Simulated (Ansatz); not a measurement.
# Cu (element-swapped structure): how the settings move a single-point run, part 2 of 2

How sensitive is a single-point run of Cu (element-swapped structure) to its settings? A reference run comes first, then four runs with altered input.

Ansatz 0.2.0; reference level DFT r2SCAN, plane waves, PAW, scalar-relativistic, no spin polarisation.

## (6) Changing settings: mp_grid.shift [0.5, 0.5, 0.5], hubbard.sites [{species: Cu, l: d, u_eff: 6.0}], hubbard.double_counting fll

input.yaml

```yaml
crystal:
  lattice:
    - [0.0, 1.86322, 1.86322]
    - [1.86322, 0.0, 1.86322]
    - [1.86322, 1.86322, 0.0]
  atoms:
    - { symbol: Cu, position: [0.0, 0.0, 0.0] }
  symmetry: { tolerance: 0.0003 }
kpoints:
  mp_grid: { grid: [8, 8, 8], shift: [0.5, 0.5, 0.5] }
magnetization:
  spin_polarized: false
scf:
  occupations: { method: fermi_dirac, width: 0.0539 }
hamiltonian:
  pseudopotentials: { kind: paw }
  xc: r2scan
  hubbard: { sites: [{ species: Cu, l: d, u_eff: 6.0 }], double_counting: fll }
basis:
  ecutwfc: 500
output:
  forces: true
  stress: true
  eigenvalues: true
```

The run is started by

```bash
> ansatz run input.yaml --threads 1 --pin off --max-ram 2560MiB --backend cpu --events-out ev --progress --plain --runs-dir out
```

The program printed:

```text
Warning: crystal.symmetry: narrowed to the stabiliser of the k-point mesh — unitary ops 48 → 12; excluded 36 operations that carry a point of the 8×8×8 mesh (shift [0.5, 0.5, 0.5]) off the mesh (the run samples exactly the mesh kpoints.mp_grid names, as under crystal.symmetry.detect: false, and its converged state has the mesh's symmetry, not the crystal's; ε∞, the Born charges and the force constants of a linear response (`dielectric:` by the response, `phonons.method: dfpt`) are averaged over those of the crystal's operations that the state keeps within a tolerance, where `mesh_tensors`, `unaveraged_element` or `gamma_mean_max_change_ev_ang2` stands beside them; a row that `dielectric.field_direction` solves alone is averaged likewise, with nothing beside; a Γ-centred mesh of equal divisions is mapped onto itself by every operation and keeps the whole group, as does a half-shifted one under kpoints.further_shifts: images)
Warning: RAYON_NUM_THREADS=1 ignored (pool sized by the plan → 1); use --threads N
Cu: projections on atomic orbitals take those of the free atom [Ne] 3s2 3p6 3d10 4s1, of charge +0.00 (hamiltonian.pseudopotentials.projection_atoms); the dataset's partial waves leave at most 2.0e-6 of an orbital's norm unspanned inside its sphere
Engine: ansatz 0.2.0, aarch64-unknown-linux-gnu
Pseudopotentials: kind: paw
Pseudopotential: Cu, paw, valence charge 19, recommended cutoff 500 eV (meta_gga), Cu.paw.azcp
Functional definition: r2SCAN
  parameter k0 = 0.174
  parameter k1 = 0.065
  parameter a1 = 4.9479
  exchange = r2scan_x(k0 = k0, k1 = k1, a1 = a1)
  correlation = r2scan_c
Crystal: 1 atoms, lattice volume = 12.937 Å³
Basis set: ecut = 500 eV, 331 PW (Γ), exchange–correlation on 80×80×80 points (64 copies of the dense FFT grid, shifted against one another)
Bands: 14, of which v1, the nominal top of the filled ones, is band 10 counted from 1 (9 counted from 0)
Symmetry: 12 space group operations
k-points: 60 of 512
Non-local potential: Cu, projectors of the file, l = 0: 3, l = 1: 2, l = 2: 3, l = 3: 1
PAW form: soft (Blöchl's): semilocal exchange-correlation on the pseudo side does not see the compensation charge
PAW frozen core: Cu, regenerated for the run's functional (the file was generated under x = pbe(κ = 0.804, μ = 0.2195149727645171), c = pbe(β = 0.06672455060314922))
PAW one-centre angular grid: Cu, 590 points (default); XC on 160 Gauss nodes
Initial density: superposition of atomic densities (chi_scale 0.1, normalization cell)
Initial wavefunctions: pseudopotential atomic-orbital guess
Functional: x = r2scan, c = r2scan; τ floored in thin density (d = 2e-4 eV/Å³)
SCF iter   1: F=—  HF=-6630.908900 eV  |F-HF|=—  |Δ(HF+E_count)|=         —  Δρ=1.02e-1  dr2=9.02e-1  dr2_τ=1.65e-3  ethr=3.10e-3  ⟨swp⟩=5.5  Hψ=4119  notcnv=0
preconditioner: auto → none  [metal: Δε(μ)=0.116 eV  Ē_g=18.257 eV  σ=0.054 eV  W_gap=0.45  n_scr=0 (ndim 8)  ℏωp=34.2 eV  f_vac=0.000  D(μ)=0.28/eV (n_scr^D=0)]
SCF iter   2: F=—  HF=-6630.912117 eV  |F-HF|=—  |Δ(HF+E_count)|=   3.22e-3  Δρ=8.09e-2  dr2=3.96e-1  dr2_τ=7.81e-3  ethr=3.10e-3  ⟨swp⟩=2.2  Hψ=1917  notcnv=0  defer=15
SCF iter   3: F=—  HF=-6630.744929 eV  |F-HF|=—  |Δ(HF+E_count)|=   1.67e-1  Δρ=1.33e-2  dr2=2.09e-2  dr2_τ=1.58e-4  ethr=2.08e-3  ⟨swp⟩=2.2  Hψ=1669  notcnv=0  defer=15
SCF iter   4: F=—  HF=-6630.745570 eV  |F-HF|=—  |Δ(HF+E_count)|=   6.41e-4  Δρ=2.02e-3  dr2=4.33e-4  dr2_τ=1.09e-5  ethr=1.10e-4  ⟨swp⟩=2.5  Hψ=1668  notcnv=0  defer=15
SCF iter   5: F=—  HF=-6630.746056 eV  |F-HF|=—  |Δ(HF+E_count)|=   4.85e-4  Δρ=9.94e-4  dr2=7.06e-5  dr2_τ=6.95e-7  ethr=2.28e-6  ⟨swp⟩=2.0  Hψ=1167  notcnv=0  defer=15
SCF iter   6: F=—  HF=-6630.746043 eV  |F-HF|=—  |Δ(HF+E_count)|=   1.25e-5  Δρ=2.00e-4  dr2=2.68e-6  dr2_τ=3.92e-8  ethr=3.72e-7  ⟨swp⟩=1.4  Hψ=934  notcnv=0  defer=15
SCF iter   7: F=-6630.746043 eV  HF=-6630.746043 eV  |F-HF|=3.16e-8  |Δ(HF+E_count)|=   8.90e-8  Δρ=2.65e-5  dr2=5.38e-8  dr2_τ=7.87e-10  ethr=5.26e-10  ⟨swp⟩=4.0  Hψ=3262  notcnv=0
SCF 1 converged in 7 iterations: F = -6630.746043 eV  dr2 = 5.38e-8
SCF converged after 7 iterations
Free energy (F): -6630.746043 eV
Harris-Foulkes:  -6630.746043 eV  (|F-HF|=3.16e-8)
Internal energy: -6630.743690 eV  (E = F + TS)
E sigma→0 (E₀):  -6630.744866 eV
Entropy (-TS):   -0.002353 eV (-2.353 meV/atom)
Fermi energy:    14.263952 eV
--- Per-component energies (eV) ---
  E_band       = -435.680751
  E_kinetic    = 300.316786
  E_local      = -4246.259836  (includes V_loc(G=0)·N_el)
  E_nonlocal   = 404.067845
  E_hartree    = 1877.493770
  E_xc         = -82.347957
  E_vxc        = -122.351091  (∫ρ·V_xc dr)
  E_hubbard    = 0.308559  (on-site DFT+U / exact-exchange correction)
  E_vhub       = -29.070495  (the Hubbard potential's part of the band-sum identity)
  E_paw        = -1686.149354  (= ΣΔE_a)
  E_vpaw       = -506.077821  (= ΣTr[D̂ρ^β])
  E_aug_tail   = 0.000134  (compensation charges beyond the density's cutoff)
  E_vtau       = 8.726544  (kinetic-family band-sum trace: ∫τ·v_τ [+ j·A + Jᵃ·Aᵃ] dr)
  E_ewald      = -3197.872530
  E_core_change = -0.301108  (= ΣΔE_core)
  E_smearing   = -0.002353  (= −TS)
  E_closure    = 0.000000  (closes the sum)
  Σ components = -6630.746043   (vs F -6630.746043, Δ=0.00e0)
--- Forces (eV/Å), atoms counted from 1 ---
  atom   1  Cu     0.00000000     0.00000000    -0.00000000
  max |Σ_I F_I| component: 3.29e-31 eV/Å
--- Stress (GPa, compression-positive) ---
      -11.504110      -1.526574      -1.526574
       -1.526574     -11.504110      -1.526574
       -1.526574      -1.526574     -11.504110
  P = ⅓ Tr σ = -11.5041 GPa (-115.041 kbar)
--- Band table (eV; the first three rows and the last of 60) ---
  k-point 0: bands = ["-100.8529", "-56.6734", "-56.6581", "-56.6581", "5.9374", "9.4037", "9.4683", "9.4683", "10.1440", "10.1440", "36.2863", "38.1538", "39.0365", "39.0365"]
  k-point 1: bands = ["-100.8516", "-56.6822", "-56.6674", "-56.6595", "6.6320", "9.2757", "9.5768", "9.5771", "10.0471", "10.2111", "32.2983", "34.9094", "38.8870", "39.9198"]
  k-point 2: bands = ["-100.8509", "-56.7055", "-56.6771", "-56.6636", "7.7529", "9.4631", "9.5926", "9.6210", "10.1817", "10.6102", "26.1165", "33.8653", "37.9192", "38.7705"]
  k-point 59: bands = ["-100.8514", "-56.7450", "-56.6783", "-56.6714", "7.9983", "9.2124", "9.5340", "10.0278", "10.6554", "15.0462", "18.5082", "31.2493", "34.3669", "35.4935"]
Occupation matrices written to <dir>
```

It took 2.2 s on 1 thread of Arm Neoverse V2, shared host; peak memory 0.29 GiB.

Changing the k-point mesh and Hubbard U moves the energy by +388.8 meV/atom, and the pressure goes from -14.0 to -11.5 GPa. The U term adds an energy of its own, so the shift says nothing about which run is better. Cost: 2.2 s against 1.1 s.

## (7) Side by side

This closing draws on all 2 parts.

```tsv
run	ending	energy change	pressure (GPa)	gap (eV)	force (eV/Å)	cycles	time
reference	converged	0	-14.0	0.00	0.00	7	1.1 s
1: occupations.method tetrahedron, preconditioner kerker_dos, xc pbe, width left out	converged	not comparable	-9.3	0.00	0.00	6	0.59 s
2: mp_grid.grid [5, 5, 5]	converged	-125.6 meV/atom	-15.3	0.00	0.00	6	0.79 s
3: dispersion d3bj	converged	-250.4 meV/atom (offset of the dispersion model)	-17.2	0.00	0.00	7	1.1 s
4: mp_grid.shift [0.5, 0.5, 0.5], hubbard.sites [{species: Cu, l: d, u_eff: 6.0}], hubbard.double_counting fll	converged	+388.8 meV/atom (U changed: no physical gain or loss)	-11.5	0.00	0.00	7	2.2 s
```

Times don't compare one to one where runs were asked for different outputs or read a saved state (see the inputs); cycles may leave out searches for a lower state.

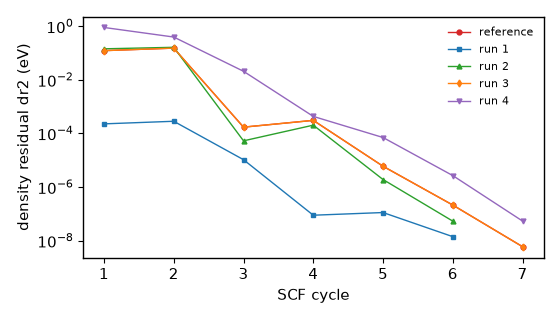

Residual by cycle in the longest SCF loop of each run; runs are numbered as in the table.

**Reading.** «mp_grid.grid [5, 5, 5]» moves the energy by -125.6 meV/atom. A changed U is a change of model: its shifts are not errors of convergence. The structure is not at rest: the sound run finds -14 GPa, so these are no properties of the relaxed crystal. 

The reference has limits of its own: it is run without spin, though an odd electron count or open d shells could carry moments; its mesh is coarse for a cell with so small a gap or none; the structure is made up and not relaxed.
